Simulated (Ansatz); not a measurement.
```xyz
11

Ge    0.1925   -0.5871   -0.4116
F    -1.2490   -0.2757    2.0668
F     0.9757   -0.9053   -1.8815
F     1.0187    0.7349    0.2554
O    -1.4434   -0.2390   -0.7767
H    -1.9897   -0.0407   -0.0281
O     0.4491   -1.9532    0.6394
Al    1.1702   -3.4880    0.8715
H     2.0305   -4.1274   -0.2720
H     0.8795   -4.1456    2.2680
H    -0.7286   -1.0020    2.2447
```

Not at a stationary point (largest force 0.9 eV/Å).

Theory: RHF/def2-SVP in Ansatz.

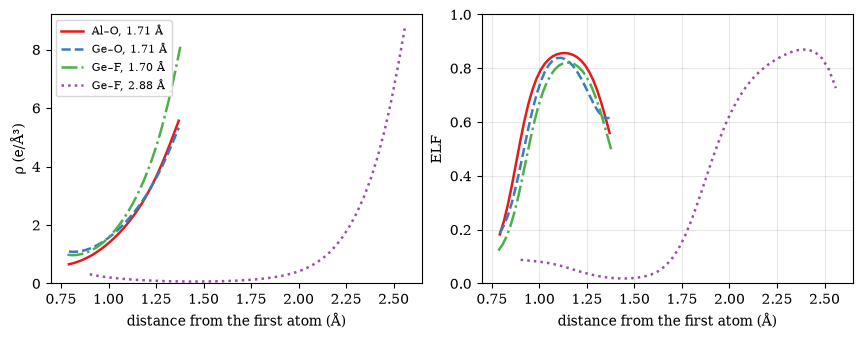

AlF2GeH3O2···HF. Total electron density and electron localisation function along straight lines between neighbouring atoms. The curves leave out the atomic cores.

Question: Compare the contacts.

Answer: Al–O (1.71 Å): the density is about 0.79 e/Å³ at the midpoint; the ELF peaks at about 0.85 in the valence shell of O, 0.6 Å from its nucleus, and is about 0.35 at the midpoint.
Ge–O (1.71 Å): ρ is about 1.1 e/Å³ halfway; the ELF peaks at about 0.85 in the valence shell of O, 0.6 Å from its nucleus, and is about 0.30 at the midpoint.
Ge–F (1.70 Å): ρ at the midpoint is about 0.99 e/Å³; the ELF peaks at about 0.80 in the valence shell of F, 0.6 Å from its nucleus, and is about 0.20 at the midpoint.
Ge1···F2 (2.88 Å): the density falls to about 0.07 e/Å³ on the way; the ELF dips to about 0 between them.
